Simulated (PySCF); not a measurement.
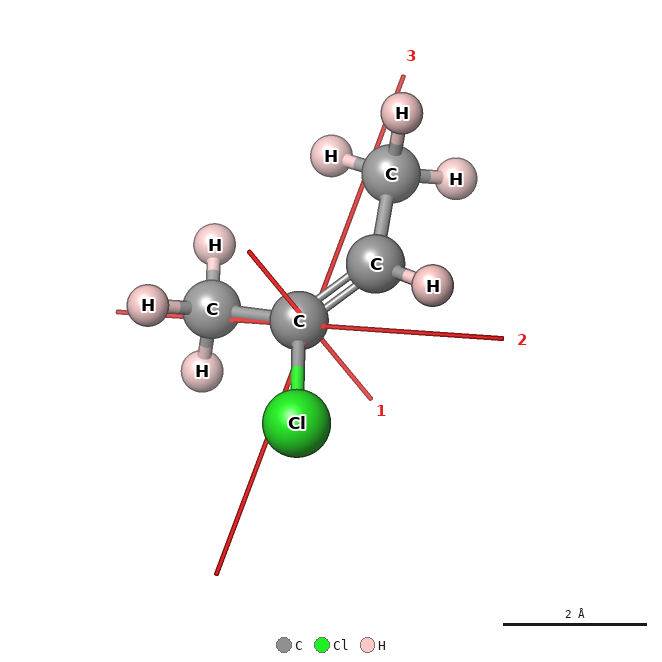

The three principal axes of inertia are drawn and numbered. Atoms fade into the background with distance from the viewer. The computed structure is the end point of a PBE0-D3(BJ)/def2-SVP optimisation. No frequency run is at hand to confirm it as a minimum. Masses are those of the most abundant isotopes; constants are for the rigid equilibrium geometry.

Which line is the a axis (least moment of inertia), which b and which c?

Answer. a is line 3, b is line 2, c is line 1; the moments are 68.7, 209, 272 u Å².

Classify the rotor and give the rotational constants (cm⁻¹).

Answer. An asymmetric top (Cs): A = 0.245, B = 0.0805, C = 0.0620 cm⁻¹. Ray's parameter κ is −0.80, nearer the prolate limit.
